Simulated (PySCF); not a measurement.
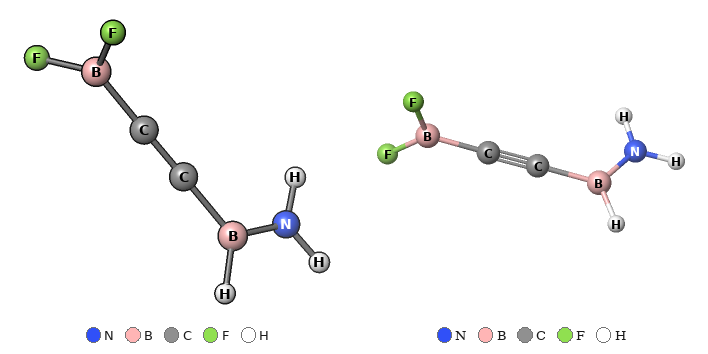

Both panels show the same species.

> Give the formula.

C2H3B2F2N, 10 atoms: 2 carbon, 3 hydrogen, 2 boron, 2 fluorine and 1 nitrogen.

> Describe its rings.

It has no ring.

> What is its SMILES?

NBC#CB(F)F

The parts below concern this one geometry. Atoms keep their numbers from picture to picture. Computed geometry: PBE0-D3(BJ)/def2-SVP optimisation. No frequency run is at hand to confirm it as a minimum.

**Shape**

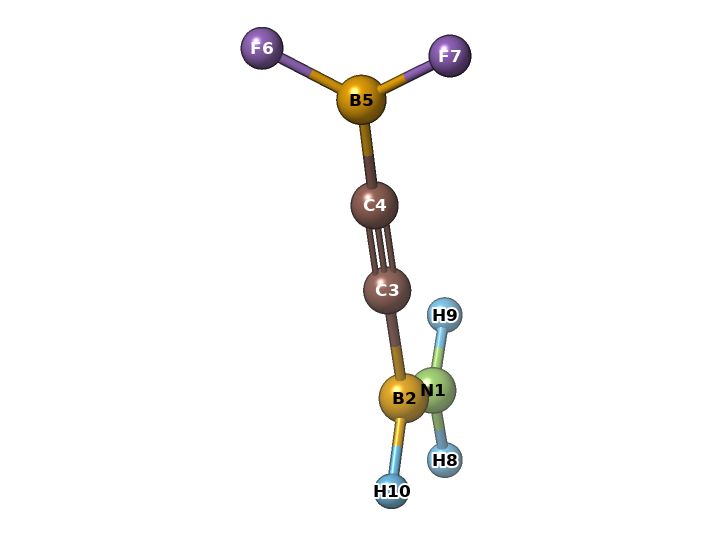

N1 lies behind B2. The molecule seen a little off the B2–N1 bond, B2 in front. Atoms fade into the background with distance from the viewer. No frequency run is at hand to confirm it as a minimum.

> What is the torsion angle C3–B2–N1–H8? The sign is positive where the front bond must turn clockwise to cover the back bond.

180°, antiperiplanar (anti).

**Excitation**

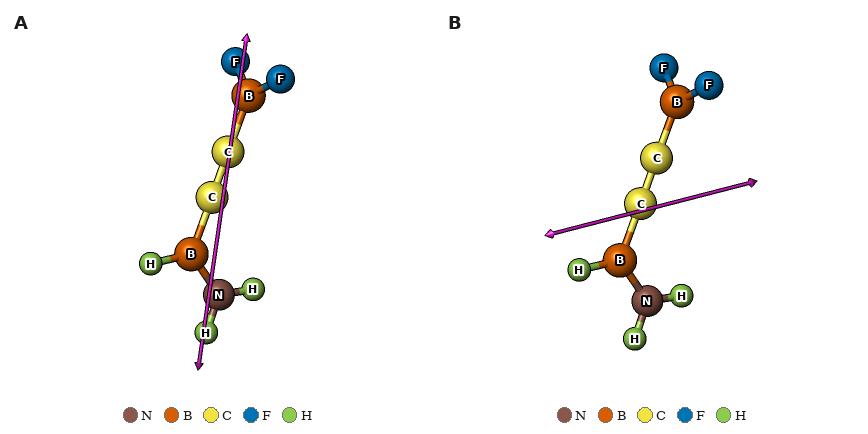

The double arrows show the directions of two transition dipoles from the ground state (lengths mean nothing). No frequency run is at hand to confirm it as a minimum. Properties computed with TDDFT B3LYP/def2-SVPD, vertical, gas phase, core orbitals frozen in the response (PySCF 2.14.0).

> One belongs to singlet state 5 and one to singlet state 9. Which is which?

A: state 5, 6.88 eV (180 nm), oscillator strength 0.85, of mixed character, with the largest part HOMO → LUMO+1 (weight 0.46).
B: state 9, 7.63 eV (163 nm), oscillator strength 0.10, mainly HOMO−1 → LUMO+2 (weight 0.61).

**Polarisability**

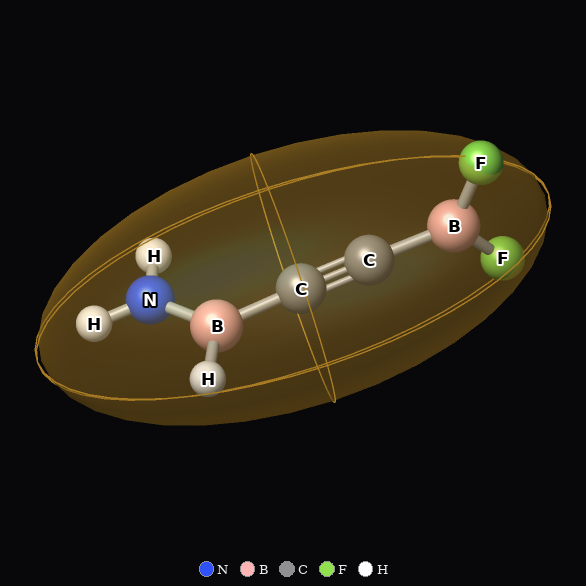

The ellipsoid shows the static dipole polarisability: its half-axes are proportional to the principal values. No frequency run is at hand to confirm it as a minimum. Method: B3LYP/def2-SVPD (PySCF 2.14.0).

> Give the principal values, the mean and the anisotropy.

Principal values 44.2, 48.7, 95.1 bohr³; mean 62.6 bohr³ (9.28 Å³); anisotropy 48.8 bohr³, so the longest axis is 2.15 times the shortest.

**Charges**

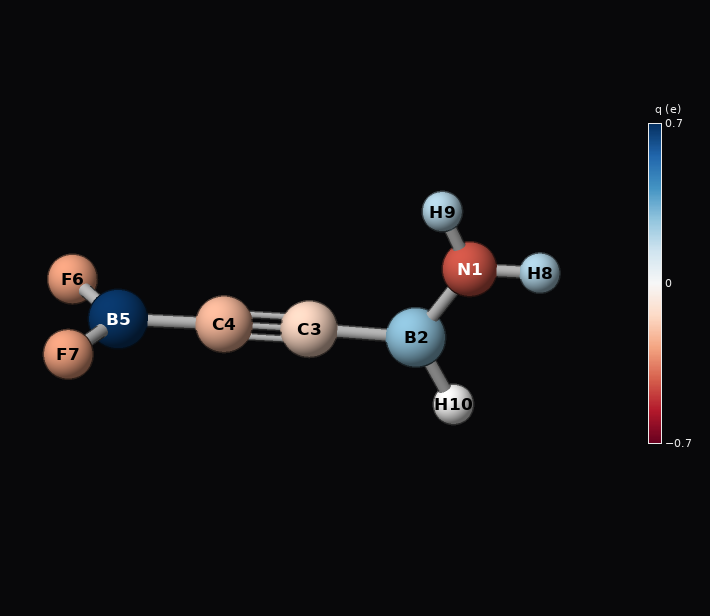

Atoms are coloured by their Mulliken charges. No frequency run is at hand to confirm it as a minimum. Level of theory: PBE0/pcSseg-1, gas phase (PySCF 2.14.0).

List the Mulliken charges.

```
atom  value (e)
  N1      −0.43
  B2       0.28
  C3      −0.15
  C4      −0.23
  B5       0.68
  F6      −0.28
  F7      −0.28
  H8       0.21
  H9       0.20
 H10       0.00
```

Mulliken values depend strongly on the basis set and can even reverse the polarity of a bond.
